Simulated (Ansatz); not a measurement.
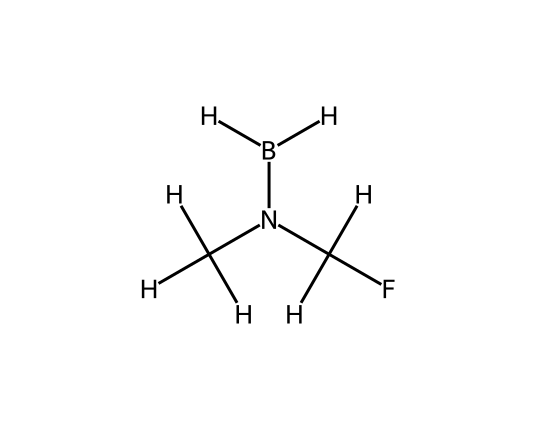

Structural formula above. The computed structure is the end point of a PBE-D4/def2-SVP optimisation. No frequency run is at hand to confirm it as a minimum.

What does the molecule look like in three dimensions?

Formula C2H7BFN. Its SMILES string is `BN(C)CF`. It has no ring. Among its groups: C–F bond, B–H bond. This geometry has C1 symmetry. Coordination: 1 B trigonal planar; 1 N trigonal planar; 2 C tetrahedral.

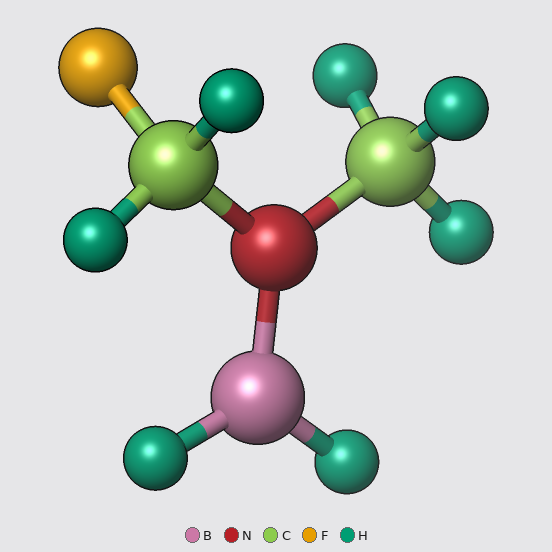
